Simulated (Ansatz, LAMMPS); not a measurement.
## Localised basis functions on Na+ TFSI- in fluoroethylene carbonate at 400 K (152 atoms)

Wanted: errors and times of a linear-scaling basis for Na+ TFSI- in fluoroethylene carbonate at 400 K (152 atoms). A setting counts as converged where the r.m.s. difference of forces stays under 1 % of the r.m.s. force.

Program: Ansatz 0.2.0. Level of theory: Kohn-Sham DFT, PBEsol, PAW (set soft_2), plane waves. Results are calculated unless marked as measured.

### Step 1. The structure

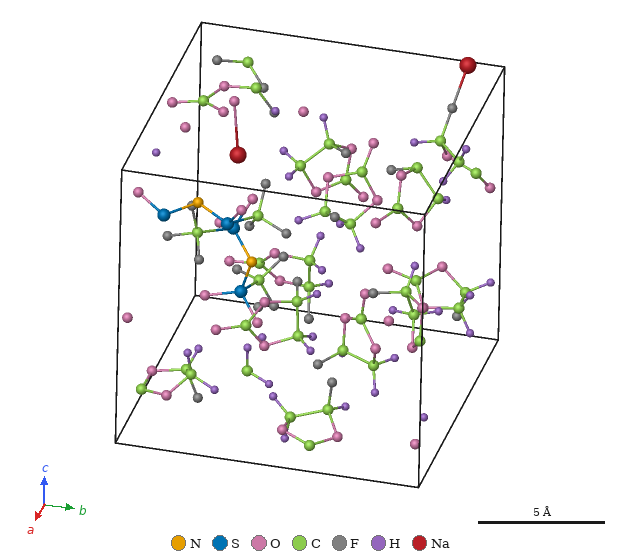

Start, viewed slightly off an axis; nitrogen orange, sulfur blue, oxygen pink, carbon green, fluorine grey, hydrogen purple, sodium red. Bonds to atoms that aren't drawn are left out. Some periodic images of atoms are drawn too.

The cell holds 152 atoms: 2 N, 4 S, 44 O, 40 C, 24 F, 36 H and 2 Na. Cell: a = 12.540 Å, b = 12.540 Å, c = 12.540 Å, α = 90.0°, β = 90.0°, γ = 90.0°. 12 fluoroethylene carbonate, 2 Na+, 2 TFSI- placed at random, at 1.58 g/cm³; overlaps pushed apart, then 10 ps at 550 K with Joung-Cheatham ions (J. Phys. Chem. B 112, 9020 (2008)); MMFF94 bonds, angles, torsions, charges and radii (Halgren, J. Comput. Chem. 17, 490 (1996)) in harmonic and 12-6 forms; charges of ions scaled by 0.8. Snapshot after 30 ps at 400 K and fixed volume.

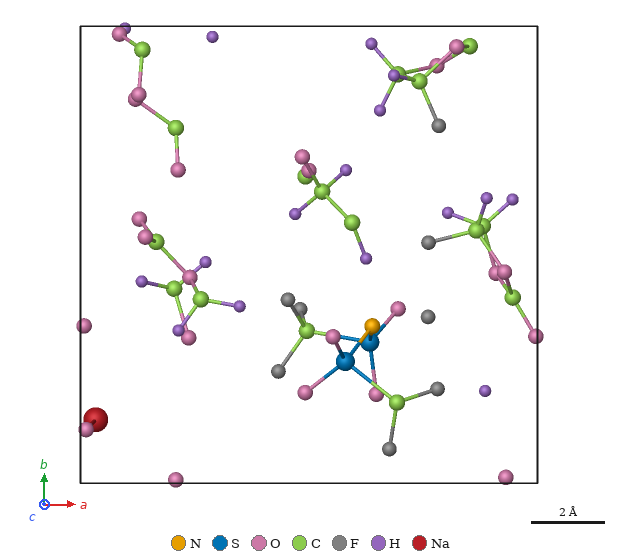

A slice 6 Å thick through the middle of the cell. Bonds to atoms that aren't drawn are left out.

Before any run, some limits are plain. The network of contacts between molecules at the start is that of the classical potential that made the cell, and needn't be the one that DFT or experiment would give. The functional has no dispersion term, which matters for the binding between molecules or layers. The density was typed from a rule of thumb and may lie off the real one at this temperature. Sampling is at Γ alone, for a cell whose shortest periodic width is 13 Å.

### Step 2. Making the structure

A classical potential supplies the starting structure, since it reaches far longer times than DFT.

This step: classical MD, Joung-Cheatham ions (J. Phys. Chem. B 112, 9020 (2008)); MMFF94 bonds, angles, torsions, charges and radii (Halgren, J. Comput. Chem. 17, 490 (1996)) in harmonic and 12-6 forms; charges of ions scaled by 0.8 (LAMMPS 22 Jul 2025 - Update 4).

File in.lmp:

```
# Na+ TFSI- in fluoroethylene carbonate
units real
atom_style full
boundary p p p
bond_style harmonic
angle_style harmonic
dihedral_style opls
improper_style harmonic
special_bonds lj 0 0 0.5 coul 0 0 0.75
read_data data.lmp
neigh_modify delay 0 every 1 check yes one 4000
comm_modify cutoff 12.0
timestep 0.5
thermo_style custom step time temp pe press density
thermo_modify norm yes
# push overlapping molecules apart
pair_style soft 2.6
pair_coeff * * 0.0
variable a equal ramp(1,60)
fix ad all adapt 1 pair soft a * * v_a
velocity all create 550 637701 mom yes dist gaussian
fix lim all nve/limit 0.03
fix lan all langevin 550 550 50 637702 zero yes
thermo 1000
run 3000 post no
unfix ad
pair_style lj/cut/coul/long 9.0
pair_modify mix arithmetic tail yes
pair_coeff 1 1 0.0721 3.5530   # N
pair_coeff 2 2 0.2681 3.4180   # S
pair_coeff 3 3 0.0763 3.0960   # O
pair_coeff 4 4 0.0678 3.3680   # C
pair_coeff 5 5 0.0801 2.5590   # F
pair_coeff 6 6 0.0763 3.0430   # O
# [... 22 lines left out ...]
compute msd all msd com yes
thermo 7500
fix md all nvt temp 400 400 100
run 30000 post no
print "== T400: mean square displacement over the hold $(c_msd[4]:%.2f) A^2"
unfix md
uncompute msd
write_dump all custom T400.dump id type xs ys zs modify sort id
```

The run is started by

```sh
lmp -in in.lmp -log none -nocite
```

Numbers of over 12 decimals in the logs are rounded to 6 here.

What it wrote:

```text
LAMMPS (22 Jul 2025 - Update 4)
Reading data file ...
  orthogonal box = (0 0 0) to (12.54047 12.54047 12.54047)
  152 atoms
  orthogonal box = (0 0 0) to (12.54047 12.54047 12.54047)
  148 bonds
  254 angles
  276 dihedrals
  12 impropers
   Step          Time           Temp          PotEng         Press         Density
         0   0              550            0.87930682     1287.47        1.582
      1000   500            521.83097      2.1328576      21318.372      1.582
      2000   1000           582.74536      2.0905863      18032.913      1.582
      3000   1500           502.59013      1.8722204      11941.747      1.582
Loop time of 0.285447 s on 1 MPI rank(s) for 3000 steps with 152 atoms
PPPM initialization ...
  G vector (1/distance) = 0.30288965
  grid = 8 8 8
  estimated relative force accuracy = 3.4000377e-05
   Step          Time           Temp          PotEng         Press         Density
[... 14 lines left out ...]
      2000   1000           526.1749      -1.639441       1459.6977      1.582
Loop time of 0.867253 s on 1 MPI rank(s) for 2000 steps with 152 atoms
   Step          Time           Temp          PotEng         Press         Density
      2000   1000           526.1749      -1.639441       1459.6977      1.582
[... 5 lines left out ...]
Loop time of 4.49509 s on 1 MPI rank(s) for 10000 steps with 152 atoms
   Step          Time           Temp          PotEng         Press         Density
[... 4 lines left out ...]
Loop time of 2.22944 s on 1 MPI rank(s) for 5000 steps with 152 atoms
   Step          Time           Temp          PotEng         Press         Density
[... 2 lines left out ...]
     30000   29000          371.38857     -2.2211601      1026.075       1.582
     37500   36500          410.00685     -2.1088779      6867.033       1.582
     45000   44000          396.4436      -2.352451      -2625.0275      1.582
     47000   46000          381.56062     -2.2517054      4986.623       1.582
Loop time of 13.308 s on 1 MPI rank(s) for 30000 steps with 152 atoms
== T400: mean square displacement over the hold 17.37 A^2
```

Wall time 22 s (1 thread of Arm Neoverse V2, shared host); peak memory 0.13 GiB.

The input also reads data.lmp (atoms, bonds and types; not printed here).

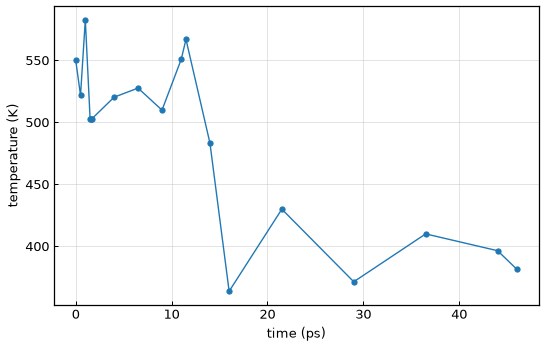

Temperature against time.

### Step 3. Plane-wave single point

This run is the reference for what follows, at a cutoff of 420 eV.

File input.yaml:

```yaml
crystal:
  lattice:
    - [12.54047, 0.0, 0.0]
    - [0.0, 12.54047, 0.0]
    - [0.0, 0.0, 12.54047]
  atoms:
    - { symbol: "N", position: [0.6385, 0.34362, 0.52409] }
    - { symbol: S, position: [0.63297, 0.30873, 0.40684] }
    - { symbol: O, position: [0.6949, 0.38134, 0.33779] }
    - { symbol: O, position: [0.64744, 0.19462, 0.38223] }
    - { symbol: C, position: [0.49538, 0.33327, 0.37837] }
    - { symbol: F, position: [0.43315, 0.24451, 0.3697] }
    - { symbol: F, position: [0.45397, 0.4014, 0.45301] }
    - { symbol: F, position: [0.48064, 0.38045, 0.28385] }
    - { symbol: S, position: [0.57956, 0.26625, 0.60304] }
    - { symbol: O, position: [0.55254, 0.32034, 0.70422] }
    - { symbol: O, position: [0.49181, 0.19822, 0.56547] }
    - { symbol: C, position: [0.69252, 0.17656, 0.63392] }
    - { symbol: F, position: [0.67597, 0.07455, 0.59584] }
    - { symbol: F, position: [0.78118, 0.20616, 0.587] }
    - { symbol: F, position: [0.71392, 0.16156, 0.74089] }
    - { symbol: "N", position: [0.88969, 0.22594, 0.85832] }
    - { symbol: S, position: [0.97672, 0.13608, 0.84465] }
    - { symbol: O, position: [0.9417, 0.04183, 0.89403] }
    - { symbol: O, position: [0.0123, 0.11726, 0.73698] }
    - { symbol: C, position: [0.09187, 0.17902, 0.93273] }
    - { symbol: F, position: [0.06196, 0.22358, 0.02739] }
    - { symbol: F, position: [0.1504, 0.09206, 0.9579] }
    - { symbol: F, position: [0.15857, 0.24919, 0.88702] }
    - { symbol: S, position: [0.94513, 0.33801, 0.82885] }
    - { symbol: O, position: [0.99413, 0.39545, 0.91451] }
    - { symbol: O, position: [0.00795, 0.34414, 0.73347] }
    - { symbol: C, position: [0.81914, 0.40591, 0.80069] }
    - { symbol: F, position: [0.84376, 0.50665, 0.76549] }
    - { symbol: F, position: [0.76053, 0.36379, 0.725] }
    - { symbol: F, position: [0.75827, 0.41376, 0.88661] }
    - { symbol: F, position: [0.76153, 0.52639, 0.54789] }
    - { symbol: C, position: [0.86618, 0.55305, 0.53633] }
    [... 114 atom lines left out ...]
    - { symbol: O, position: [0.78583, 0.06122, 0.15844] }
    - { symbol: H, position: [0.69234, 0.18902, 0.2099] }
    - { symbol: H, position: [0.88547, 0.2019, 0.30137] }
    - { symbol: H, position: [0.88689, 0.29366, 0.1817] }
    - { symbol: Na, position: [0.00754, 0.88106, 0.99049] }
    - { symbol: Na, position: [0.03343, 0.13888, 0.55507] }
kpoints:
  mp_grid: { grid: [1, 1, 1] }
hamiltonian:
  xc: pbesol
scf:
  occupations: { method: gaussian, width: 0.025 }
output:
  forces: true
  stress: true
  populations: intrinsic
  dos:
    method: { smearing: { sigma: 0.15 } }
    de: 0.1
    projected: { site_lists: { C: [C], F: [F], H: [H], "N": ["N"], Na: [Na] } }
  eigenvalues: true
  write_density: true
  write_potential: true
  volumetric_format: npy
```

The run is started by

```sh
ansatz run input.yaml --threads 8 --pin off --max-ram 15872MiB --backend cpu --events-out ev --progress --plain --runs-dir out
```

What it wrote:

```text
Engine: ansatz 0.2.0, aarch64-unknown-linux-gnu
Pseudopotentials: kind: paw
Pseudopotential: N, paw, valence charge 5, recommended cutoff 420 eV (normal), N.paw.azcp
Pseudopotential: S, paw, valence charge 6, recommended cutoff 420 eV (normal), S.paw.azcp
Pseudopotential: O, paw, valence charge 6, recommended cutoff 420 eV (normal), O.paw.azcp
Pseudopotential: C, paw, valence charge 4, recommended cutoff 420 eV (normal), C.paw.azcp
Pseudopotential: F, paw, valence charge 7, recommended cutoff 420 eV (normal), F.paw.azcp
Pseudopotential: H, paw, valence charge 1, recommended cutoff 420 eV (normal), H.paw.azcp
Pseudopotential: Na, paw, valence charge 9, recommended cutoff 420 eV (normal), Na.paw.azcp
[... 3 lines on functional and potentials left out ...]
Crystal: 152 atoms, lattice volume = 1972.157 Å³
Basis set: ecut = 420 eV, 38497 PW (Γ), exchange–correlation on 180×180×180 points (8 copies of the dense FFT grid, shifted against one another)
Bands: 492, of which v1, the nominal top of the filled ones, is band 340 counted from 1 (339 counted from 0)
Symmetry: 1 space group operations
Space group: P1 (ITA 1), of the structure as read, at distance tolerance 1.3e-4 Å
k-points: 1
[... 21 lines on functional and potentials left out ...]
Initial density: superposition of atomic densities (neutral atoms: chi_scale 0, normalization atom), corrected by the library's trained network
Initial wavefunctions: pseudopotential atomic-orbital guess
Functional: x = pbesol(κ = 0.804, μ = 0.123457), c = pbesol(β = 0.046)
SCF iter   1: F=—  HF=-61521.518308 eV  |F-HF|=—  |Δ(HF+E_count)|=         —  Δρ=9.16e-3  dr2=1.21e0  ethr=1.77e-3  ⟨swp⟩=6.0  Hψ=2258  notcnv=0  defer=29
preconditioner: auto → Resta (q_TF=auto, 2.285 Å⁻¹)  ε∞=2.5  [insulator: Δε(μ)=4.710 eV  Ē_g=17.553 eV  σ=0.025 eV  W_gap=1.00  n_scr=388 (ndim 8)  ℏωp=21.6 eV  f_vac=0.330  D(μ)=0.00/eV (n_scr^D=0)  ε∞_Penn≈2.5]
SCF iter   2: F=—  HF=-61521.244075 eV  |F-HF|=—  |Δ(HF+E_count)|=   2.74e-1  Δρ=3.70e-3  dr2=2.06e-1  ethr=1.78e-4  ⟨swp⟩=2.0  Hψ=816  notcnv=0  defer=148
SCF iter   3: F=—  HF=-61521.223219 eV  |F-HF|=—  |Δ(HF+E_count)|=   2.09e-2  Δρ=1.70e-3  dr2=5.96e-2  ethr=3.03e-5  ⟨swp⟩=3.0  Hψ=620  notcnv=0  defer=148
SCF iter   4: F=—  HF=-61521.217679 eV  |F-HF|=—  |Δ(HF+E_count)|=   5.54e-3  Δρ=6.60e-4  dr2=1.06e-2  ethr=8.76e-6  ⟨swp⟩=6.0  Hψ=652  notcnv=0  defer=148
SCF iter   5: F=—  HF=-61521.216159 eV  |F-HF|=—  |Δ(HF+E_count)|=   1.52e-3  Δρ=2.95e-4  dr2=2.16e-3  ethr=1.56e-6  ⟨swp⟩=3.0  Hψ=867  notcnv=0  defer=147
SCF iter   6: F=—  HF=-61521.215953 eV  |F-HF|=—  |Δ(HF+E_count)|=   2.07e-4  Δρ=1.23e-4  dr2=4.04e-4  ethr=3.18e-7  ⟨swp⟩=2.0  Hψ=646  notcnv=0  defer=147
SCF iter   7: F=—  HF=-61521.215963 eV  |F-HF|=—  |Δ(HF+E_count)|=   1.01e-5  Δρ=6.86e-5  dr2=9.42e-5  ethr=5.94e-8  ⟨swp⟩=2.0  Hψ=647  notcnv=0  defer=147
SCF iter   8: F=—  HF=-61521.220855 eV  |F-HF|=—  |Δ(HF+E_count)|=   4.89e-3  Δρ=2.25e-5  dr2=1.02e-5  ethr=1.38e-8  ⟨swp⟩=2.0  Hψ=647  notcnv=0  defer=147
SCF iter   9: F=—  HF=-61521.220855 eV  |F-HF|=—  |Δ(HF+E_count)|=   1.33e-7  Δρ=1.02e-5  dr2=2.10e-6  ethr=1.50e-9  ⟨swp⟩=2.0  Hψ=646  notcnv=0  defer=147
SCF iter  10: F=—  HF=-61521.220855 eV  |F-HF|=—  |Δ(HF+E_count)|=   3.94e-7  Δρ=5.16e-6  dr2=5.25e-7  ethr=3.09e-10  ⟨swp⟩=2.0  Hψ=683  notcnv=0  defer=147
SCF iter  11: F=-61521.220855 eV  HF=-61521.220855 eV  |F-HF|=4.06e-8  |Δ(HF+E_count)|=   1.53e-7  Δρ=1.38e-6  dr2=4.74e-8  ethr=1.47e-11  ⟨swp⟩=17.0  Hψ=4375  notcnv=0
SCF 1 converged in 11 iterations: F = -61521.220855 eV  dr2 = 4.74e-8
  greatest PAW one-centre occupation: 0.999 electrons in one spin orbital (limit 2), on the Na atom at site 150 (counted from 0), in its partial waves of l = 0
WARN: The output density's exchange-correlation potential varies sharply where the density is thin. Do not read a vacuum level from v_tot or v_xc, or from such a field of the output density. On a cell that repeats whose density bears no net charge and no dipole along the vacuum's axis use v_es (v_loc + v_h of the components); [...]
SCF converged after 11 iterations
Free energy (F): -61521.220855 eV
Harris-Foulkes:  -61521.220855 eV  (|F-HF|=4.06e-8)
Internal energy: -61521.220855 eV  (E = F + TS)
E sigma→0 (E₀):  -61521.220855 eV
Fermi energy:    1.886448 eV
--- Per-component energies (eV) ---
  E_band       = -6633.050485
  E_kinetic    = 17732.869950
  E_local      = -75793.080427  (includes V_loc(G=0)·N_el)
  E_nonlocal   = 5477.778783
  E_hartree    = 29702.462695
  E_xc         = -7843.842600
  E_vxc        = -9857.577079  (∫ρ·V_xc dr)
  E_paw        = -18284.489869  (= ΣΔE_a)
  E_vpaw       = -3598.080358  (= ΣTr[D̂ρ^β])
  E_aug_tail   = 0.109082  (compensation charges beyond the density's cutoff)
  E_ewald      = -12516.857164
  E_core_change = 3.828694  (= ΣΔE_core)
  E_smearing   = -0.000000  (= −TS)
  E_closure    = 0.000000  (closes the sum)
  Σ components = -61521.220855   (vs F -61521.220855, Δ=0.00e0)
--- Forces (eV/Å), atoms counted from 1 ---
  atom   1  N      0.16235233     0.47567999     1.16500397
  atom   2  S      2.27992396    -0.89337729    -3.68197744
  atom   3  O     -1.05475331    -0.77727969     1.25103440
  atom   4  O     -0.10953539     1.06539212     0.58291371
  atom   5  C     -3.40511660     0.28309688    -0.72556765
  atom   6  F      0.96214714     0.51138220     0.70953251
  atom   7  F      0.10457821    -0.78062924    -0.63163062
  atom   8  F      0.63091912     0.48094048    -0.34992342
  atom   9  S     -2.76690276    -0.56382316     3.10746274
  atom  10  O      0.84023009    -0.33104056    -1.54621945
  atom  11  O      1.53591572     0.68192183    -0.07863049
  atom  12  C      0.99710339    -2.79347151     1.19936127
  atom  13  F     -1.03350900     1.14267882     0.41234028
  atom  14  F      0.70400421     0.66094848    -0.14581731
[...]
atom 151  Na    -0.63675894    -0.14621354     0.55499587
  atom 152  Na    -0.42536125     0.52146605    -0.25496881
  max |Σ_I F_I| component: 2.22e-4 eV/Å
--- Stress (GPa, compression-positive) ---
        3.230952      -1.242489       0.001545
       -1.242490       1.423323      -0.861560
        0.001545      -0.861560       2.531538
  P = ⅓ Tr σ = 2.3953 GPa (23.953 kbar)
--- Band table (eV) ---
  k-point 0: bands = ["-49.6433", "-49.0221", "-27.4523", "-27.2178", [... 476 levels ...], "10.7955", "10.8081", "10.8357", "10.8767", "10.9509", "10.9658", "10.9951", "11.0237", "11.0412", "11.1137", "11.1382", "11.1479"]
--- intrinsic populations: 152 sites ---
  site symbol       q [e]
     0      N      6.0605
     1      S      3.8790
     2      O      6.8949
[...]
151     Na      8.1920
  spilling = -0.000000 (of n_electrons = 680.000000)
```

Elapsed: 22 s, on 8 threads of Arm Neoverse V2, shared host; peak memory 3 GiB; 2.8 min of CPU time.

Reading the cycles: dr2 is the Hartree energy of the density residual (eV), the measure of convergence; HF is the Harris–Foulkes estimate of the energy, which meets the free energy F at convergence.

The program notes that the exchange-correlation potential is rough where the density is thin.

Read from the output:

```yaml
free_energy: -61521.2209 eV
free_energy_per_atom: -404.7449 eV/atom
scf_cycles: 11
pressure: 2.395 GPa
r_m_s_force_component: 1.282 eV/Å
longest_force: 6.749 eV/Å
fermi_energy: 1.886 eV
spacing_of_highest_filled_and_lowest_empty_level: 4.464 eV
```

Length of the force by element:

| element | coordination | atoms | mean length of the force (eV/Å) | spread | least | most |
| --- | --- | --- | --- | --- | --- | --- |
| C | all | 40 | 2.81 | 1.32 | 0.555 | 6.75 |
| F | all | 24 | 1.29 | 0.624 | 0.602 | 3.36 |
| H | all | 36 | 1.00 | 0.608 | 0.295 | 4.00 |
| N | all | 2 | 1.28 | 0.0141 | 1.27 | 1.30 |
| Na | all | 2 | 0.788 | 0.0688 | 0.720 | 0.857 |
| O | all | 44 | 1.90 | 1.16 | 0.374 | 5.66 |
| S | all | 4 | 2.81 | 1.50 | 1.28 | 4.42 |

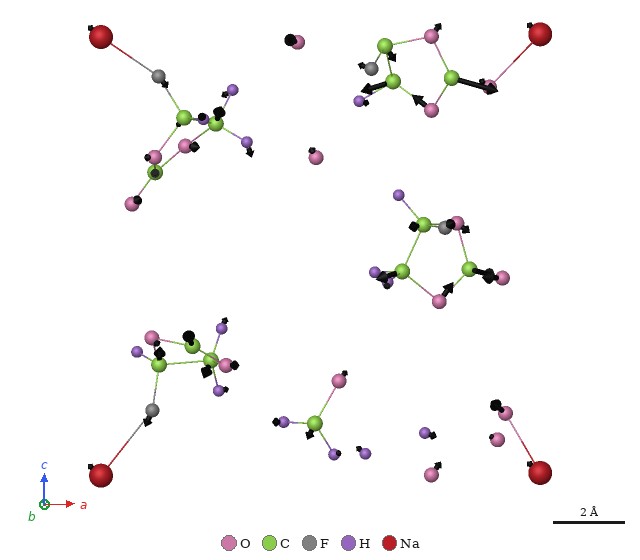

Forces as arrows; the longest in the cell is 6.75 eV/Å. Drawn is a slice 4 Å thick, seen along the normal of the ac plane. Bonds to atoms that aren't drawn are left out.

Intrinsic-atomic-orbital charges by element:

| element | coordination | atoms | mean charge (e) | spread | least | most |
| --- | --- | --- | --- | --- | --- | --- |
| C | all | 40 | 0.287 | 0.333 | -0.194 | 0.675 |
| F | all | 24 | -0.281 | 0.0261 | -0.318 | -0.233 |
| H | all | 36 | 0.215 | 0.0146 | 0.169 | 0.241 |
| N | all | 2 | -1.05 | 0.0086 | -1.06 | -1.04 |
| Na | all | 2 | 0.784 | 0.0236 | 0.761 | 0.808 |
| O | all | 44 | -0.464 | 0.219 | -0.925 | -0.273 |
| S | all | 4 | 2.11 | 0.0227 | 2.08 | 2.15 |

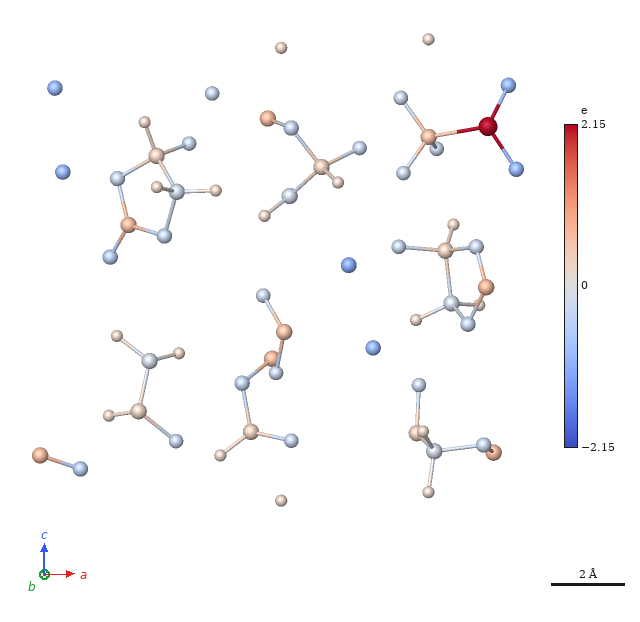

Atoms coloured by intrinsic-atomic-orbital charge. Drawn is a slice 4 Å thick, seen along the normal of the ac plane. Bonds to atoms that aren't drawn are left out.

Density of states as counts of states in windows of 1 eV (from the Fermi level), total and the larger projections:

| from (eV) | to (eV) | total | C p | F p | H s |
| --- | --- | --- | --- | --- | --- |
| -14 | -13 | 15.9 | 3.5 | 1.6 | 1.1 |
| -13 | -12 | 17.5 | 3.6 | 2.5 | 0.9 |
| -12 | -11 | 28.4 | 7.7 | 4.4 | 0.2 |
| -11 | -10 | 43.9 | 12.1 | 18.4 | 1.7 |
| -10 | -9 | 25.8 | 8.5 | 5.0 | 2.1 |
| -9 | -8 | 43.1 | 12.0 | 6.0 | 4.4 |
| -8 | -7 | 59.3 | 10.1 | 21.3 | 2.8 |
| -7 | -6 | 58.9 | 6.8 | 22.0 | 2.5 |
| -6 | -5 | 69.9 | 7.9 | 30.3 | 3.2 |
| -5 | -4 | 49.5 | 6.7 | 9.6 | 2.5 |
| -4 | -3 | 60.5 | 5.2 | 4.5 | 2.4 |
| -3 | -2 | 21.4 | 0.8 | 0.3 | 0.5 |
| -2 | -1 | 0.1 | 0.0 | 0.0 | 0.0 |
| -1 | 2 | 0.0 | 0.0 | 0.0 | 0.0 |
| 2 | 3 | 13.3 | 6.8 | 0.1 | 0.3 |
| 3 | 4 | 28.5 | 9.3 | 0.9 | 1.6 |
| 4 | 5 | 32.6 | 8.2 | 1.4 | 3.9 |

Between -26 and -14 eV lie 133 more states.

The stored curve holds about 627 of the 680 electrons; the rest, give or take the few that broadening carries across the Fermi level, lie in deeper levels below its range.

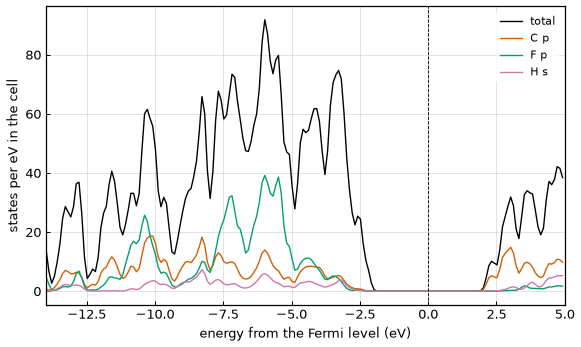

Total and projected density of states, with the broadening of the input.

Not all projections were asked for or kept, so they needn't add up to the total.

The levels nearest the highest filled one (over half full), pooled over k-points and spins:

| level less the highest filled one (eV) | occupation |
| --- | --- |
| -0.540 | 2 |
| -0.373 | 2 |
| -0.325 | 2 |
| -0.259 | 2 |
| -0.215 | 2 |
| 0 | 2 |
| 4.46 | 0 |
| 4.65 | 0 |
| 4.92 | 0 |
| 4.96 | 0 |
| 5.04 | 0 |
| 5.15 | 0 |

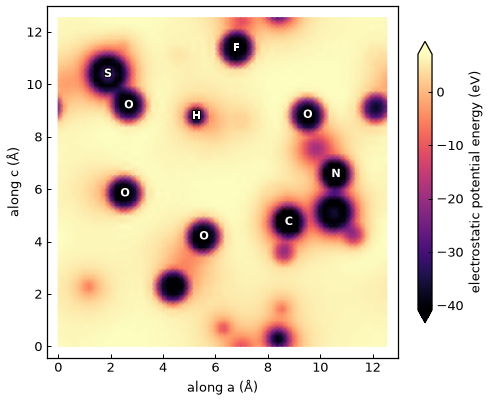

Electrostatic potential energy in the ac plane at fractional y = 0.331, with atoms of N and C and O and S and H and F within 0.2 Å of it. With pseudopotentials it is smooth inside the atoms' cores, unlike the true potential. The map starts off the cell's origin, so that atoms lie inside it.

[end of part 1 of 2]

[Logs are printed without paths, hosts, clocks, repeated set-up lines and the standing remarks that a program may print on its own settings, such as how far it seeks lower states.]

[Hosts, paths, dates, database ids (printed as entryN), source tags and the programs' standing remarks are cut or masked in the printed files.]

[The MMFF94 radii named for the starting cell were scaled by 0.96; in molecules described by MMFF94, hydrogen bound to N, O or S took a small fixed 12-6 site in their place.]
